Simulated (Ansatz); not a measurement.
## Electronic structure of Cl4FHOW in real space

Input file:

```
crystal:
  periodic: [false, false, false]
  atoms:
    - { symbol: W, position_ang: [0.0, 0.0, 0.0] }
    - { symbol: F, position_ang: [0.0, 0.0, 1.85] }
    - { symbol: O, position_ang: [1.94, 0.0, 0.0] }
    - { symbol: H, position_ang: [2.2771, -0.9519, -0.0197] }
    - { symbol: Cl, position_ang: [0.0, 2.39, 0.0] }
    - { symbol: Cl, position_ang: [-2.39, 0.0, 0.0] }
    - { symbol: Cl, position_ang: [0.0, -2.39, 0.0] }
    - { symbol: Cl, position_ang: [0.0, 0.0, -2.39] }
basis:
  gaussian: { orbitals: def2-SVP }
hamiltonian:
  xc: pbe
relax:
  f_tol: 0.02
  max_steps: 40
output:
  orbitals: {}
```

Run with:

```sh
ansatz run input.yaml --threads 4 --pin off --max-ram 5120MiB --backend cpu --events-out ev --progress --plain --runs-dir out
```

The fields are those of the run's last geometry, not of the input's.

Core potentials replace the inner electrons of W.

Computed with Ansatz, RKS PBE/def2-SVP.

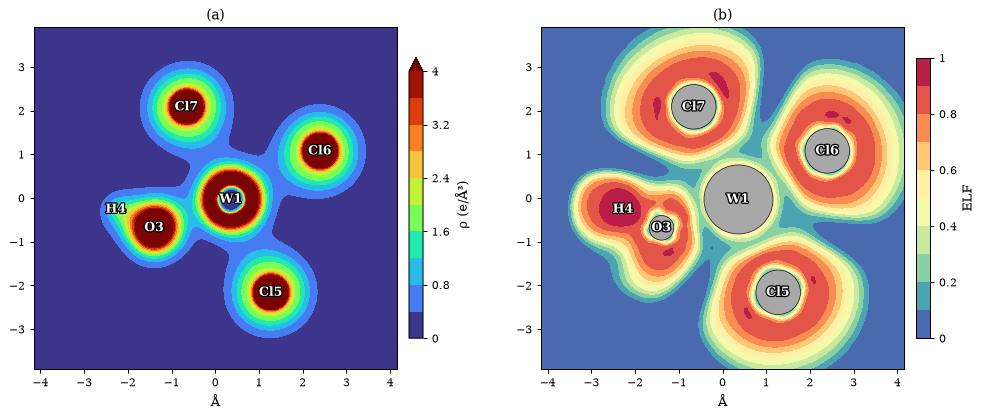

Figure 1. (a) electron density; (b) ELF on the plane of atoms Cl5, W1 and Cl6. Grey discs cover the atomic cores in the ELF map.

### What does the map show?

- Atoms in the plane: W, O, H and Cl.
- W–O (1.88 Å): the density is about 1.1 e/Å³ at the midpoint; the ELF peaks at about 0.85 in the valence shell of O, 0.6 Å from its nucleus, and drops to about 0.30 between the two atoms.
- W–Cl (2.31 Å): ρ at the midpoint is about 0.66 e/Å³; the ELF peaks at about 0.85 in the valence shell of Cl, 0.8 Å from its nucleus, and is about 0.35 at the midpoint.
- O–H (0.98 Å): ρ is about 3.6 e/Å³ halfway; the ELF climbs to about 1 towards the hydrogen, as it does in any bond to H (a covalent bond by its length).
- W–Cl (2.36 Å): ρ at the midpoint is about 0.62 e/Å³; the ELF peaks at about 0.85 in the valence shell of Cl, 0.9 Å from its nucleus, and is about 0.40 at the midpoint.

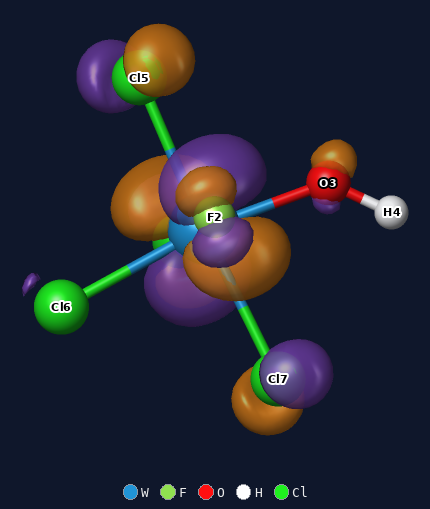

Figure 2. The LUMO at ±0.15 Å⁻³ᐟ² (orange and purple are the two phases), seen at a tilt.

### Describe this orbital and give its energy.

By Hirshfeld shares it lies mainly on W1 (about 60 %), Cl5 (about 10 %), Cl8 (about 10 %), Cl7 (about 10 %) and F2 (about 5 %). Its energy is −5.36 eV.

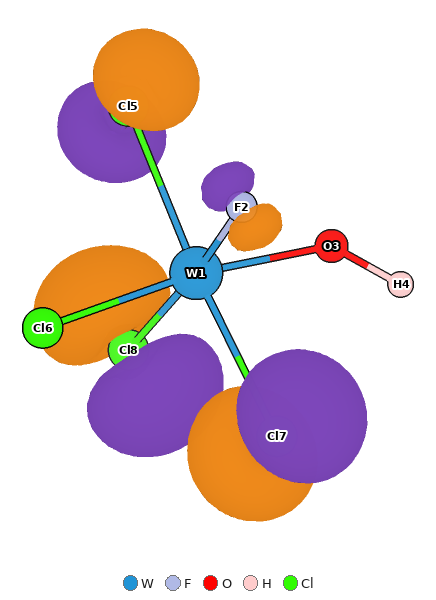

Figure 3. The HOMO−1 at ±0.15 Å⁻³ᐟ² (orange and purple are the two phases), seen at a tilt.

### What is the character of this orbital?

By Hirshfeld shares it lies mainly on Cl8 (about 40 %), Cl7 (about 35 %) and Cl5 (about 15 %); largely a combination of lone pairs on Cl8, Cl7 and Cl5. Its energy is −7.84 eV.
